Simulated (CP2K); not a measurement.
# CH7AlO2Si (SMILES O[SiH2][CH](O)[AlH2]) at PM6

Aim: the vertical electron affinity of CH7AlO2Si at PM6, from 2 runs. 

The results are computed with CP2K 2026.2.

5 further runs of the same task are left out: 2 that didn't finish, 3 set aside as unsound or not needed.

## (1) The structure to begin with

CH7AlO2Si: 12 atoms, total charge 0, spin state singlet. SMILES: `O[SiH2][CH](O)[AlH2]`. The shape comes from a force field and isn't a relaxed structure. This is one conformer, not always the lowest.

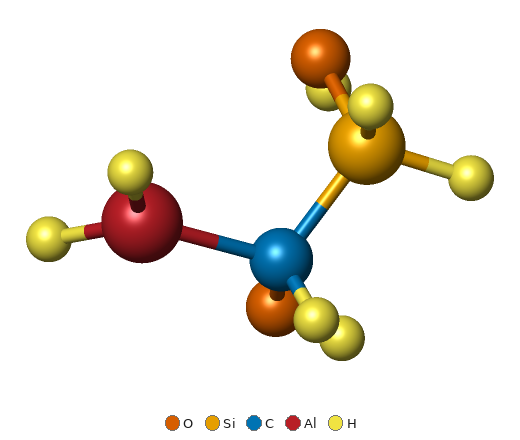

The structure, seen from a chosen angle (oxygen orange, silicon amber, carbon blue, aluminium red, hydrogen yellow).

## (2) The energy at PM6

The input, molecule.xyz:

```xyz
12

O     -2.041700     0.376800     0.510100
Si    -0.574800     0.050000     1.207500
C      0.741600     0.103700    -0.109200
O      0.878300     1.369200    -0.716000
Al     0.404800    -1.295300    -1.490700
H     -2.010000     1.381800     0.209700
H     -0.241200     1.042100     2.259200
H     -0.585100    -1.270900     1.803200
H      1.761000    -0.113700     0.413900
H      1.247100     1.978400    -0.049600
H      0.290100    -2.822400    -1.024000
H      0.206800    -0.854900    -2.980000
```

The input, molecule.inp:

```
&GLOBAL
 PROJECT molecule
 RUN_TYPE ENERGY
 PRINT_LEVEL MEDIUM
&END GLOBAL

&FORCE_EVAL
 METHOD QUICKSTEP
 &DFT
  # Quickstep
  &QS
   METHOD PM6
   EPS_DEFAULT 1.0E-10
   &SE
    &COULOMB
     CUTOFF [angstrom] 50
     RC_RANGE [angstrom] 0
    &END COULOMB
    &EXCHANGE
     CUTOFF [angstrom] 50
     RC_RANGE [angstrom] 0
    &END EXCHANGE
   &END SE
  &END QS
  # cluster boundary conditions
  &POISSON
   PERIODIC NONE
   POISSON_SOLVER ANALYTIC
  &END POISSON
  &SCF
   SCF_GUESS ATOMIC
   EPS_SCF 1.0E-06
   MAX_SCF 150
   ADDED_MOS 8
   &DIAGONALIZATION
    ALGORITHM STANDARD
   &END DIAGONALIZATION
   &MIXING
    METHOD DIRECT_P_MIXING
    ALPHA 0.4
   &END MIXING
  &END SCF
  # extra output
  &PRINT
   &MOMENTS
    PERIODIC F
    REFERENCE COM
    MAX_MOMENT 1
   &END MOMENTS
   &MO ON
    ENERGIES T
    OCCUPATION_NUMBERS T
    NDIGITS 6
    &EACH
     QS_SCF 0
    &END EACH
    ADD_LAST NUMERIC
   &END MO
   &HIRSHFELD OFF
   &END HIRSHFELD
  &END PRINT
 &END DFT
 &SUBSYS
  &CELL
   ABC 13.8 14.8 15.2
   PERIODIC NONE
  &END CELL
  &TOPOLOGY
   COORD_FILE_NAME molecule.xyz
   COORD_FILE_FORMAT XYZ
   &CENTER_COORDINATES
   &END CENTER_COORDINATES
  &END TOPOLOGY
 &END SUBSYS
&END FORCE_EVAL
```

The run is started by

```console
$ OMP_NUM_THREADS=1 cp2k.psmp -i molecule.inp -o molecule.out
```

Output:

```text
CP2K| version string:                                       CP2K version 2026.2
[...]
 GLOBAL| Method name                                                        CP2K
[...]
 GLOBAL| Run type                                                         ENERGY
[...]
                             - Atoms:                                         12
[...]
                             - Spherical basis functions:                     37
[...]
 Number of electrons:                                                         30
[...]
     1 P_Mix/Diag. 0.40E+00    0.0     0.72231849       -26.8244394549 -2.68E+01
[...]
    17 DIIS/Diag.  0.15E-06    0.0     0.00000082       -33.9527848614 -1.74E-11
  *** SCF run converged in    17 steps ***
  Core-core repulsion energy [eV]:                           1952.82636450955556
  Core Hamiltonian energy [eV]:                             -1528.33656930177722
  Two-electron integral energy [eV]:                        -2696.78411414058928
  Electronic energy [eV]:                                   -2876.72862637207163
  Total energy [eV]:                                         -923.90226186251618
  Atomic reference energy [eV]:                               921.21369256536900
  Heat of formation [kcal/mol]:                               -61.99988578847715
[...]
 SE_DIPOLE| Moment [Debye]         -1.38939635      -0.72894378      -0.94440827
 SE_DIPOLE| Derivative [a.u.]       0.00000000       0.00000000       0.00000000
 ENERGY| Total FORCE_EVAL ( QS ) energy [hartree]            -33.952784861395855
[...]
```

Wall time 1.2 s (1 thread of Intel Xeon Platinum 8488C (Sapphire Rapids), shared host); peak memory 0.19 GiB.

## (3) The doublet anion, same level

molecule.xyz is that of step 2.

The input, qs.inp:

```
&GLOBAL
   PROJECT qs
   RUN_TYPE ENERGY
   PRINT_LEVEL MEDIUM
&END GLOBAL

&FORCE_EVAL
   METHOD QUICKSTEP
   &DFT
      CHARGE -1
      MULTIPLICITY 2
      UKS T
      # Quickstep
      &QS
         METHOD PM6
         EPS_DEFAULT 1.0E-10
         &SE
            &COULOMB
               CUTOFF [angstrom] 50
               RC_RANGE [angstrom] 0
            &END COULOMB
            &EXCHANGE
               CUTOFF [angstrom] 50
               RC_RANGE [angstrom] 0
            &END EXCHANGE
         &END SE
      &END QS
      &POISSON
         PERIODIC NONE
         POISSON_SOLVER ANALYTIC
      &END POISSON
      # SCF settings
      &SCF
         SCF_GUESS ATOMIC
         EPS_SCF 1.0E-06
         MAX_SCF 100
         &DIAGONALIZATION
            ALGORITHM STANDARD
         &END DIAGONALIZATION
         &MIXING
            METHOD DIRECT_P_MIXING
            ALPHA 0.4
         &END MIXING
      &END SCF
      # extra output
      &PRINT
         &MOMENTS
            PERIODIC F
            REFERENCE COM
            MAX_MOMENT 1
         &END MOMENTS
         &MO ON
            ENERGIES T
            OCCUPATION_NUMBERS T
            NDIGITS 6
            &EACH
               QS_SCF 0
            &END EACH
            ADD_LAST NUMERIC
         &END MO
         &HIRSHFELD OFF
         &END HIRSHFELD
      &END PRINT
   &END DFT
   &SUBSYS
      # box in angstrom
      &CELL
         ABC 13.8 14.8 15.2
         PERIODIC NONE
      &END CELL
      &TOPOLOGY
         COORD_FILE_NAME molecule.xyz
         COORD_FILE_FORMAT XYZ
         &CENTER_COORDINATES
         &END CENTER_COORDINATES
      &END TOPOLOGY
   &END SUBSYS
&END FORCE_EVAL
```

The run is started by

```console
$ OMP_NUM_THREADS=1 cp2k.psmp -i qs.inp -o qs.out
```

Output:

```text
CP2K| version string:                                       CP2K version 2026.2
[...]
 GLOBAL| Method name                                                        CP2K
[...]
 GLOBAL| Run type                                                         ENERGY
[...]
                             - Atoms:                                         12
[...]
                             - Spherical basis functions:                     37
[...]
 Number of electrons:                                                         16
[...]
     1 P_Mix/Diag. 0.40E+00    0.0     0.38630180       -26.3339682441 -2.63E+01
[...]
    25 DIIS/Diag.  0.18E-06    0.0     0.00000089       -33.9559788369 -7.59E-12
  *** SCF run converged in    25 steps ***
  Core-core repulsion energy [eV]:                           1952.82636450955556
  Core Hamiltonian energy [eV]:                             -1550.89952991931864
  Two-electron integral energy [eV]:                        -2651.83201788980568
  Electronic energy [eV]:                                   -2876.81553886422125
  Total energy [eV]:                                         -923.98917435466558
  Atomic reference energy [eV]:                               921.21369256536900
  Heat of formation [kcal/mol]:                               -64.00413562967552
[...]
 SE_DIPOLE| Moment [Debye]         -2.75384968      -0.55864153       4.18783362
 SE_DIPOLE| Derivative [a.u.]       0.00000000       0.00000000       0.00000000
 ENERGY| Total FORCE_EVAL ( QS ) energy [hartree]            -33.955978836851408
[...]
```

It took 1.3 s on 1 thread of Intel Xeon Platinum 8488C (Sapphire Rapids), shared host; peak memory 0.19 GiB.

## (4) Outcome

At PM6:

```
                                         quantity           value
                  singlet CH7AlO2Si: total energy    -33.95278 Eh
                 singlet CH7AlO2Si: dipole moment          1.83 D
                   singlet CH7AlO2Si: HOMO energy        -9.01 eV
                   singlet CH7AlO2Si: LUMO energy         0.12 eV
                 singlet CH7AlO2Si: HOMO–LUMO gap         9.13 eV
             singlet CH7AlO2Si: heat of formation  -62.0 kcal/mol
                      doublet anion: total energy    -33.95598 Eh
doublet anion: HOMO energy (highest over α and β)        -0.31 eV
                 doublet anion: heat of formation  -64.0 kcal/mol
vertical electron affinity (to the doublet anion)        0.087 eV
```

**Reading.** At fixed nuclei the extra electron is bound by 0.09 eV (2.0 kcal/mol). A minimal valence basis can't be trusted even for the sign of an electron affinity.
